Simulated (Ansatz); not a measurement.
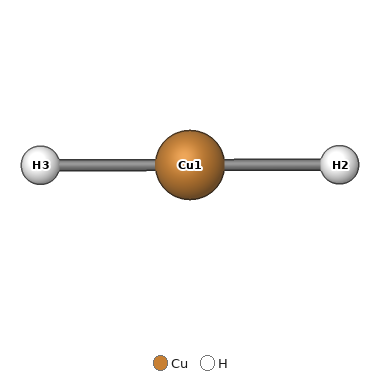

The system is [CuH2]-, charge −1; the picture shows the reference structure. 
- First axis: angle H2–Cu1–H3 (carried through 180). Second axis: change of the bonds Cu1–H2, Cu1–H3, all alike.
- Nothing is relaxed (all other coordinates rigid).
- Grid: 15 × 15 points; 120 points were computed and 105 follow by symmetry.
- Points are written as (first, second).
- Energies are in eV, from the relaxed molecule at the same level.
- Computed with RKS PBE0-D4/def2-TZVPD (Ansatz 0.2.0).

Its coordinates:

```yaml
atoms:
  - { symbol: Cu, position_ang: [0.0000, 0.0000, 0.0000] }
  - { symbol: H, position_ang: [-0.0177, -0.0219, 1.5743] }
  - { symbol: H, position_ang: [0.0177, 0.0219, -1.5743] }
```

Range: angle H2–Cu1–H3 (carried through 180) from 140.0 to 220.0°; change of the bonds Cu1–H2, Cu1–H3, all alike from −0.173 to 0.268 Å.

### Predict the map.

The lowest grid point is at (180.0°, 0.016 Å), 0.0024 eV from the relaxed molecule at the same level. No other kind of well shows on this grid. The highest grid point, (140.0°, −0.173 Å), lies 0.836 eV above the lowest. Round the minimum the two coordinates are nearly uncoupled.

```tsv
second ↓, first →	140.0	145.7	151.4	157.1	162.9	168.6	174.3	180.0	185.7	191.4	197.1	202.9	208.6	214.3	220.0
0.268	0.755	0.676	0.607	0.550	0.505	0.472	0.452	0.446	0.452	0.472	0.505	0.550	0.607	0.676	0.755
0.236	0.681	0.599	0.529	0.470	0.423	0.389	0.369	0.362	0.369	0.389	0.423	0.470	0.529	0.599	0.681
0.205	0.616	0.531	0.459	0.398	0.349	0.315	0.294	0.287	0.294	0.315	0.349	0.398	0.459	0.531	0.616
0.173	0.555	0.468	0.393	0.331	0.281	0.245	0.224	0.217	0.224	0.245	0.281	0.331	0.393	0.468	0.555
0.142	0.503	0.413	0.336	0.272	0.220	0.184	0.162	0.154	0.162	0.184	0.220	0.272	0.336	0.413	0.503
0.110	0.456	0.365	0.285	0.219	0.166	0.128	0.105	0.098	0.105	0.128	0.166	0.219	0.285	0.365	0.456
0.079	0.422	0.327	0.246	0.178	0.123	0.084	0.061	0.053	0.061	0.084	0.123	0.178	0.246	0.327	0.422
0.047	0.399	0.302	0.218	0.148	0.092	0.052	0.028	0.020	0.028	0.052	0.092	0.148	0.218	0.302	0.399
0.016	0.392	0.292	0.206	0.135	0.077	0.036	0.011	0.002	0.011	0.036	0.077	0.135	0.206	0.292	0.392
−0.016	0.402	0.301	0.212	0.139	0.079	0.037	0.011	0.003	0.011	0.037	0.079	0.139	0.212	0.301	0.402
−0.047	0.433	0.329	0.239	0.163	0.102	0.059	0.032	0.023	0.032	0.059	0.102	0.163	0.239	0.329	0.433
−0.079	0.489	0.383	0.290	0.213	0.150	0.106	0.079	0.070	0.079	0.106	0.150	0.213	0.290	0.383	0.489
−0.110	0.571	0.463	0.368	0.289	0.225	0.179	0.151	0.142	0.151	0.179	0.225	0.289	0.368	0.463	0.571
−0.142	0.688	0.577	0.481	0.400	0.334	0.288	0.260	0.250	0.260	0.288	0.334	0.400	0.481	0.577	0.688
−0.173	0.838	0.725	0.627	0.545	0.478	0.430	0.401	0.392	0.401	0.430	0.478	0.545	0.627	0.725	0.838
```

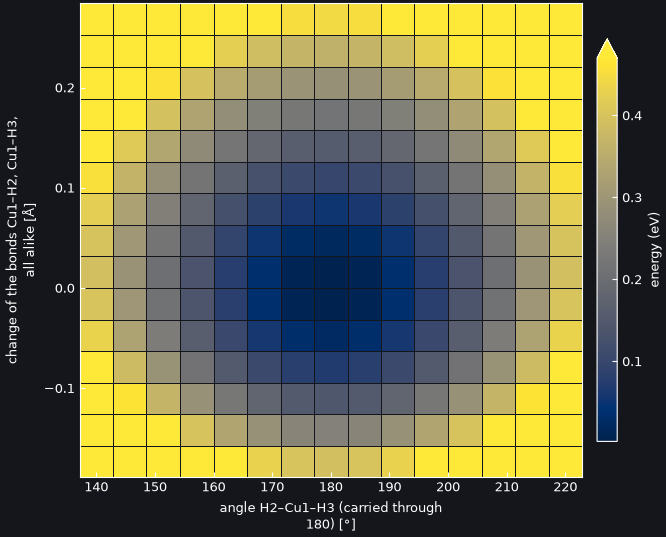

Drawn: one coloured cell a grid point, one colour for all values above the top of the scale.

Each point was launched as `ansatz run input.yaml --threads 1 --pin off --max-ram 2560MiB --backend cpu --events-out ev --progress --plain --runs-dir out`. The whole map (120 points run) took 4.9 min on 1 thread of Arm Neoverse V1, with other jobs on the host.
